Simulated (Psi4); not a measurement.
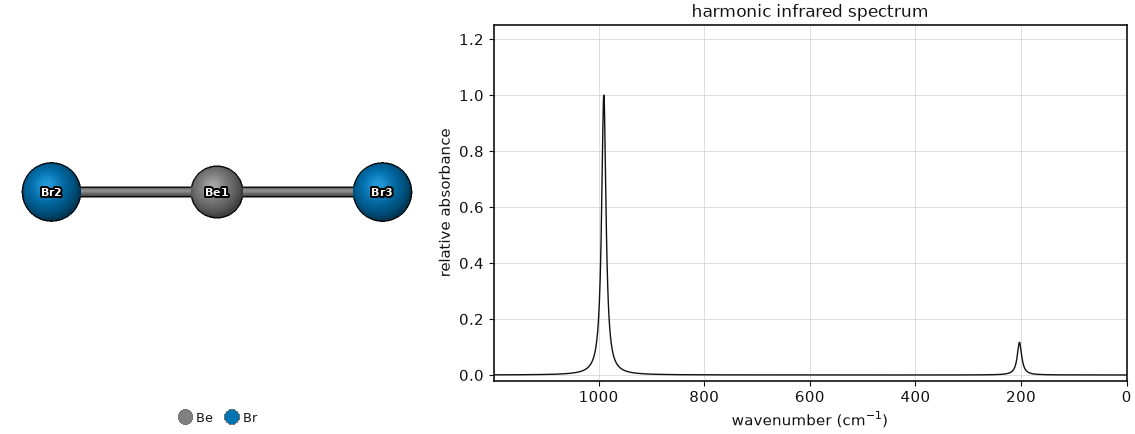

Infrared spectrum of BeBr₂, SMILES [Br][Be][Br], singlet. Unscaled harmonic wavenumbers and double-harmonic intensities, PBE/cc-pVTZ in Psi4 1.11, at a geometry relaxed at this level, isolated molecule. Modes within 2 cm⁻¹ of each other count as one line, with their intensities summed. Lorentzian lines of 10 cm⁻¹ full width. Close modes add up in the curve.

List the modes.

```
      cm⁻¹  km/mol
203.0 (×2)    42.5
     238.3     0.0
     990.1   364.8
```
